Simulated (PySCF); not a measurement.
C7H12ClFSi2

```xyz
23

C     2.2703    1.8637    1.8336
C     1.9866    1.2204    0.8395
Si    1.5437    0.2033   -0.6175
Si    2.7695   -1.7820   -0.7252
Cl    1.9471    1.3124   -2.3277
C    -0.3243   -0.1468   -0.5630
F    -0.5487   -1.1050   -1.5683
C    -0.8381   -0.7312    0.7485
C    -2.3443   -0.5010    0.6527
C    -2.4330    0.9264    0.1112
C    -1.2238    1.0687   -0.8347
H     2.5311    2.4368    2.7063
H     2.3635   -2.6723    0.4058
H     2.4838   -2.4627   -2.0216
H     4.2299   -1.4869   -0.6217
H    -0.4150   -0.1615    1.5935
H    -0.5389   -1.7835    0.8648
H    -2.7689   -1.2126   -0.0733
H    -2.8713   -0.6418    1.6077
H    -3.3890    1.1373   -0.3895
H    -2.3419    1.6435    0.9429
H    -0.6874    2.0176   -0.6798
H    -1.5008    1.0354   -1.8982
```

Geometry: PBE0-D3(BJ)/def2-SVP.

Method: PBE0/pcSseg-1, SCF density, gas phase, non-relativistic (PySCF 2.14.0).

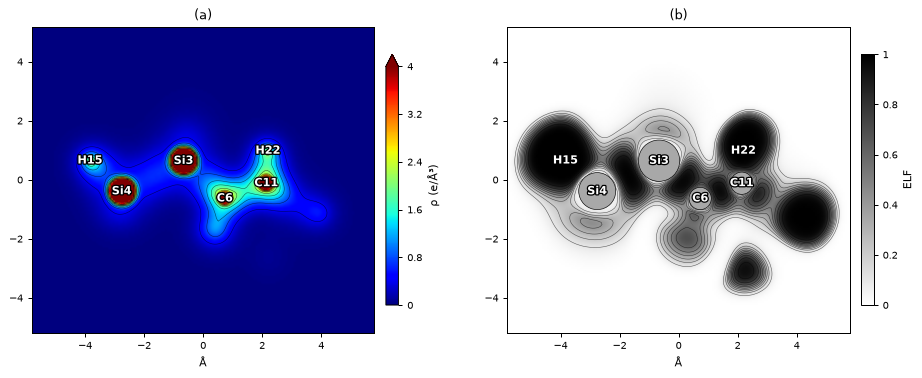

Figure 1. (a) total electron density; (b) ELF on the plane of atoms Si3, Si4 and H15. Grey discs cover the atomic cores in the ELF map.

What do the fields say about this system?

- Atoms in the plane: Si, C and H.
- Si–Si (2.34 Å): the density is about 0.66 e/Å³ at the midpoint; the ELF peaks at about 1 between the atoms: localised, covalent bonding.
- C–H (1.10 Å): ρ is about 1.9 e/Å³ halfway; the ELF climbs to about 1 towards the hydrogen, as it does in any bond to H; a covalent bond by its length.
- C–Si (1.90 Å): the density is about 0.97 e/Å³ at the midpoint; the ELF peaks at about 1 between the atoms; a covalent bond.

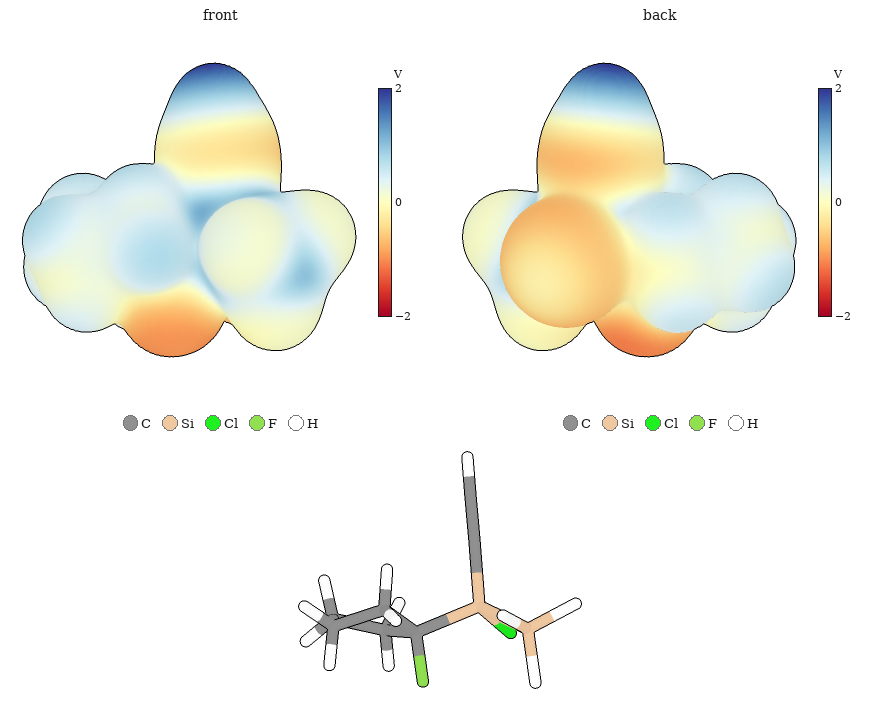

Figure 2. The molecular electrostatic potential painted on the density surface at 0.002 e/bohr³, seen from the front and from behind; the colour scale runs from red (negative) to blue (positive). The bare structure is drawn below in the same view.

Describe the electrostatic potential map.

The most negative region (about −1.0 V) lies over F7, the most positive (about +1.9 V) over H12.

How polar is the molecule by this calculation?

Its dipole moment is 3.21 D.
